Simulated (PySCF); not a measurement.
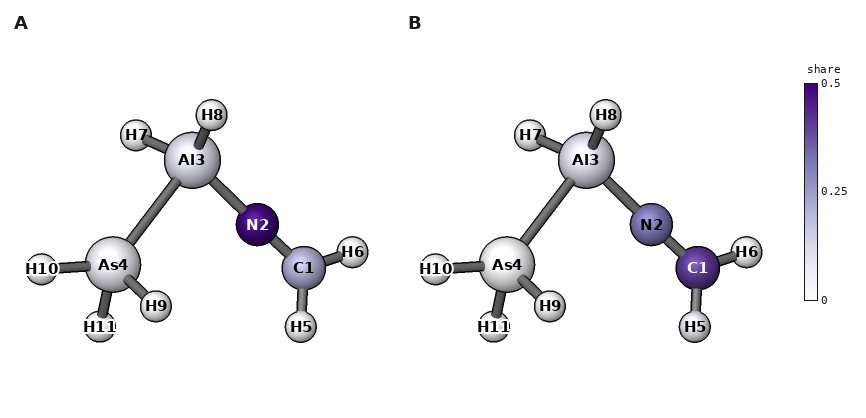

Each panel colours the atoms by their Löwdin share in one orbital (up to four of the largest shares; other atoms are shown as zero). Computed geometry: PBE0-D3(BJ)/def2-SVP optimisation. No frequency run is at hand to confirm it as a minimum. Method: PBE0/def2-TZVPD (PySCF 2.14.0).

Question: The panels show the HOMO, LUMO, in some order. Which is which?

Answer: A: HOMO, −6.06 eV; N2 0.49, C1 0.21, Al3 0.10, As4 0.06
B: LUMO, −0.60 eV; C1 0.41, N2 0.32, Al3 0.09, H5 0.06
